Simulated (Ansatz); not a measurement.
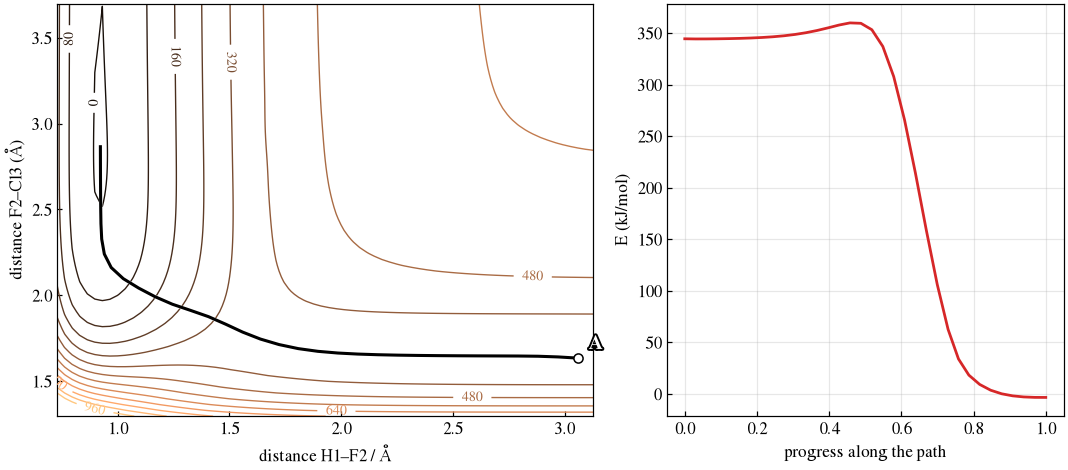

The system H + FCl, spin multiplicity 2. First axis: distance H1–F2. Second axis: distance F2–Cl3. Nothing is relaxed (the angle H1–F2–Cl3 is fixed at 140 degrees). The scan uses a 17 × 17 grid. Energies: kJ/mol, counted from the lowest grid point. In part of the range the unrestricted reference is strongly spin-contaminated. Computed with UKS PBE0-D4/def2-SVPD in Ansatz.

In the figure: contour lines labelled in kJ/mol (none above 960), a line along the lowest path, the energy along the path at the right, the start A. Between grid points the surface is interpolated.

### Describe the path and its barrier.

The easiest path runs from the side where the first distance is long, about distance H1–F2 = 3.06 Å, distance F2–Cl3 = 1.63 Å, to the well on the other side, about distance H1–F2 = 0.92 Å, distance F2–Cl3 = 2.87 Å. Its highest point, at distance H1–F2 = 1.703 Å, distance F2–Cl3 = 1.692 Å, lies about 15 kJ/mol above the start and 360 kJ/mol above the end on the interpolated surface. An end on the edge of the scan is no minimum, so the barrier from there is a lower bound.
